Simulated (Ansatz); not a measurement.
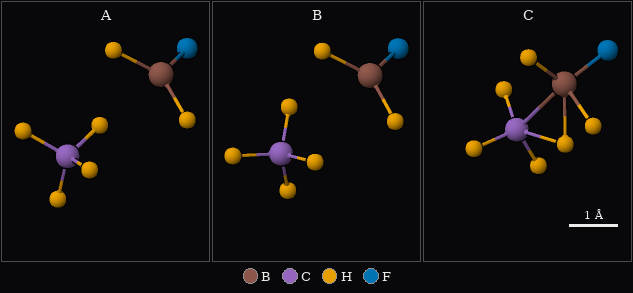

3 geometries from a converged minimum-energy path of CH$_{6}$BF, made up of CH₄BF and H$_{2}$, shuffled. The picture is a ball-and-stick view, seen at a tilt.

Theory: RKS PBE-D4/def2-SVP in Ansatz. Settings: 5 movable images; climbing image; force threshold 0.05 eV/Å; iteration limit 60; starting path through a guess of the saddle point.

Question: One of them is the converged climbing image. Which?

Answer: C. In order along the path, whose images run from 0 to 6: C (image 3, +97.9 kJ/mol), B (image 5, −4.4 kJ/mol), A (image 6, −5.4 kJ/mol). Breaking: B–C (1.56 → 3.19 Å), H–H (0.77 → 2.68 Å). Forming: B–H (2.98 → 1.22 Å), C–H (3.82 → 1.11 Å).

Limits of the set-up: the start holds two separate molecules, 2.7 Å apart at their closest, whose relative position is a soft coordinate.

Cost: 110 s on 1 thread of Arm Neoverse V2 (shared host), peak memory 0.12 GiB.
